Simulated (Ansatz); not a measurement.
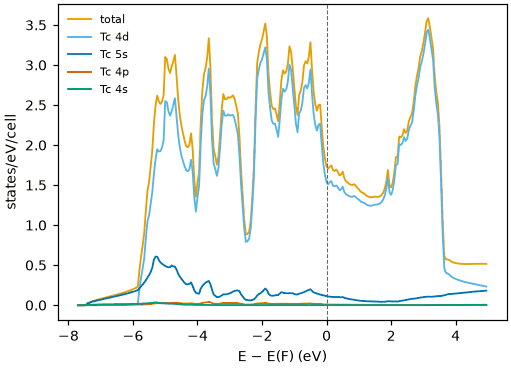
Total and projected density of states of Tc (hcp (Mg type), P6_3/mmc), plane-wave PAW LDA (Ansatz code)

Q: Which orbitals carry the states next to the Fermi level?

A: Within 0.5 eV of the Fermi level: Tc 4d 89 %, Tc 5s 6 %. Projections are on Löwdin-orthogonalised atomic valence shells; empty p or d shells of many metals are not among them.

Q: Where is the tallest occupied peak in this window, and what makes it?

A: Near -1.9 eV, about 3.5 states/eV per cell; the largest projected share is Tc 4d.

Symmetry was held in the LDA relaxation. No spin polarisation was allowed. Scalar-relativistic: spin–orbit coupling is off unless named, which matters more the heavier the elements.

Potentials: the later of the program's two PAW sets.
